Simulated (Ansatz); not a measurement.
NaOs

```
Na Os
1.0
     5.23840    0.00000   -0.21045
     0.00000    3.96983    0.00000
    -0.38603    0.00000    8.46929
Na Os
4 4
Direct
  0.57804 0.25000 0.69943
  0.07276 0.75000 0.64219
  0.92724 0.25000 0.35781
  0.42196 0.75000 0.30057
  0.63120 0.25000 0.05271
  0.13289 0.25000 0.04789
  0.36880 0.75000 0.94729
  0.86711 0.75000 0.95211
```

Space group P2₁/m; a generated structure, not necessarily the stable one; changed on purpose from its base cell (volume × 0.88, shape and atoms relaxed); computed pressure about 5 GPa in this cell; computed without spin polarisation.

All numbers below come from DFT PBE, scalar-relativistic, plane waves, PAW in Ansatz.

> Predict the valence pseudo-density and electron localisation function between the atoms.

Na–Os (2.90 Å): ρ at the midpoint is about 0.21 e/Å³; the ELF is about 0.40 at the midpoint.
Os–Os (2.61 Å): the density is about 0.55 e/Å³ at the midpoint; the ELF is about 0.40 at the midpoint.
Na–Os (2.98 Å): ρ is about 0.18 e/Å³ halfway, with its minimum of 0.1 e/Å³ about 1.2 Å from Na; the ELF is about 0.30 at the midpoint (no shared electron pair shows on this line).

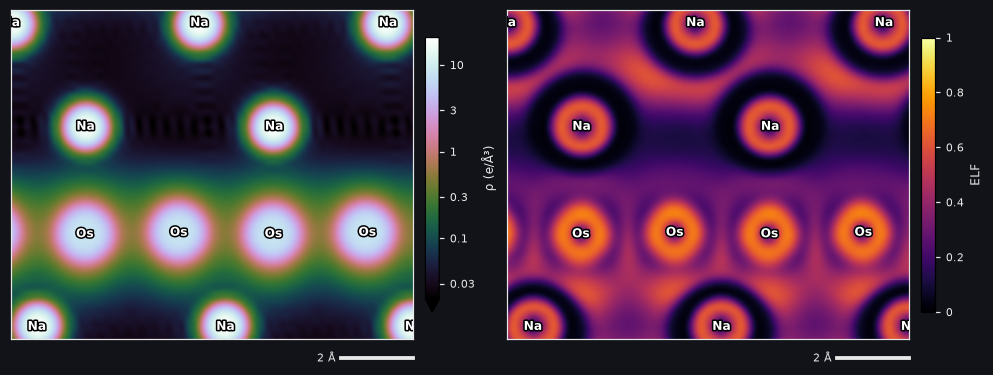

Computed valence pseudo-density and electron localisation function on the (010) plane of the conventional cell, in this order. 

Core electrons are frozen (PAW), and the valence fields are smoothed inside the atomic spheres.
